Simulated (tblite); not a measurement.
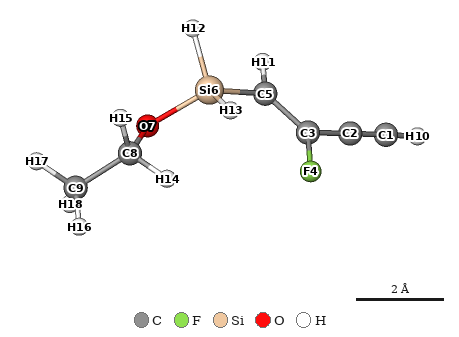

C₆H₉FOSi, before the relaxation. A ball-and-stick model, seen at a tilt.

All numbers below come from tblite, GFN2-xTB geometry optimisation, gas phase.

```xyz
18

C     4.7476   -1.3778    0.1529
C     3.6643   -0.8149    0.1664
C     2.3860   -0.1695    0.1868
F     1.7951    0.1567    1.3792
C     1.7507    0.1279   -0.9542
Si    0.1035    0.9592   -0.9976
O    -1.1934   -0.1451   -1.1540
C    -2.1967    0.3585   -0.3092
C    -3.4425   -0.4742   -0.2959
H     5.6919   -1.8651    0.1553
H     2.2210   -0.1279   -1.9244
H     0.1007    1.7450   -2.2556
H    -0.1189    1.8429    0.1647
H    -1.7274    0.4702    0.6747
H    -2.4797    1.3747   -0.7196
H    -3.8815   -0.4148    0.7555
H    -4.1929   -0.0935   -1.0481
H    -3.2365   -1.5457   -0.5183
```

### Predict the outcome.

The atom that moves furthest after the best rigid fit is F4 (3.19 Å). Largest moves by element: F 3.19 Å, H 2.80 Å, O 1.45 Å, C 0.96 Å, Si 0.50 Å. Some distances before and after: Si6–O7 1.711 → 1.620 Å, C9–H16 1.141 → 1.086 Å, C9–H17 1.129 → 1.087 Å, C8–H15 1.132 → 1.097 Å. Bond angles that change, for instance: Si6–O7–C8 104.8° → 129.0°, C5–Si6–O7 112.8° → 99.9°, O7–Si6–H12 105.3° → 113.4°. Groups turn about O7–C8 by about 110°, C5–Si6 by about 90°, Si6–O7 by about 45°. The energy falls by 96.1 kJ/mol in 244 geometry steps. The run took 3.2 s on 1 thread of Arm Neoverse N1, on a shared host.

Final geometry:

```xyz
18

C     4.9231   -1.2032   -0.1054
C     3.8928   -0.6275   -0.3289
C     2.6883    0.0565   -0.6089
F     2.8272    1.0735   -1.5005
C     1.4960   -0.2180   -0.0907
Si   -0.0333    0.7595   -0.5547
O    -1.1509   -0.0551    0.2888
C    -2.5217    0.1851    0.3927
C    -3.2654   -0.1614   -0.8889
H     5.8142   -1.7166    0.1025
H     1.4413   -1.0340    0.6124
H    -0.2626    0.7306   -2.0034
H     0.0566    2.1581   -0.1169
H    -2.8862   -0.4372    1.2178
H    -2.6940    1.2378    0.6487
H    -4.3354   -0.0456   -0.7401
H    -2.9446    0.4935   -1.6947
H    -3.0542   -1.1895   -1.1712
```

The end point in the same view:

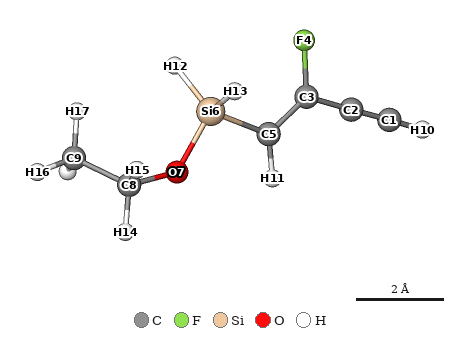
